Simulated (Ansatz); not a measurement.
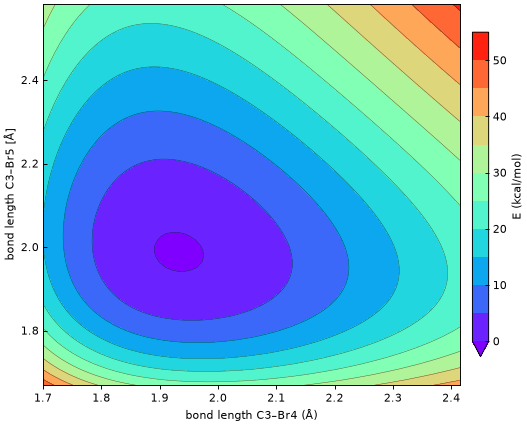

C₂H₂Br₂S, SMILES S=CC(Br)Br. Coordinates scanned: (1) bond length C3–Br4; (2) bond length C3–Br5. Nothing is relaxed (all other coordinates rigid). The grid has 11 × 11 points. Points are written as (first, second). Energies are in kcal/mol, from the lowest grid point. This map comes from RKS PBE-D4/def2-SVP in Ansatz 0.2.0.

Drawn: filled contours. Between grid points the surface is interpolated.

The lowest grid point is at (1.915 Å, 2.034 Å). It is the only kind of minimum in the scanned range. The highest grid point, (2.415 Å, 2.583 Å), lies 50.9 kcal/mol above the lowest. Round the minimum the two coordinates are weakly coupled (coupling 0.14 in units of the two stiffnesses).

The level of theory is changed to RKS PBE0-D4/def2-SVP in Ansatz 0.2.0; with it change the reference geometry, relaxed at the new level; the new grid has 13 × 13 points, laid about the new relaxed structure.

Question: What will the new map look like?

Answer: The minimum (interpolated where it lies between grid points) moves from about (1.932 Å, 1.987 Å) to about (1.914 Å, 1.956 Å). The curvature at the minimum changes from about 17 to 19 eV/Å² along bond length C3–Br4 and from about 14 to 16 eV/Å² along bond length C3–Br5.

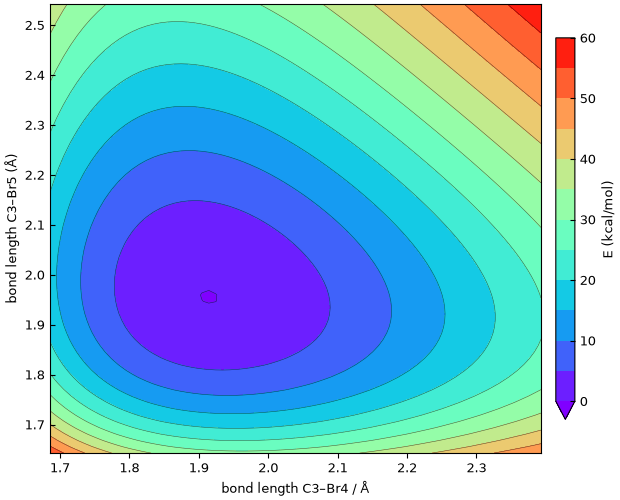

The map after the change, on a colour scale of its own. In the figure: filled contours. Between grid points the surface is interpolated.
